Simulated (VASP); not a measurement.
Band structure of BaHfO$_{3}$ (cubic perovskite). Method: PBE GGA with D4 dispersion, VASP's PBE PAW potentials (set 64) (plane waves; VASP).

Unless said otherwise, spin-orbit coupling is left out, though it shifts the bands of the heavy elements here.

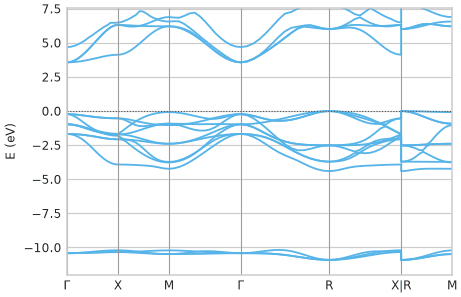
Fig. 1. Bands along high-symmetry lines, zero at the valence-band maximum or, without a gap, the Fermi level

Problem. Read the plot: is there a gap, and where are the band edges?

Solution. The gap is indirect, 3.57 eV, from the valence maximum at R to the conduction minimum at Γ. (Edges off the drawn lines would not show.)

The compound is BaHfO3 in the cubic perovskite structure. It was relaxed first.
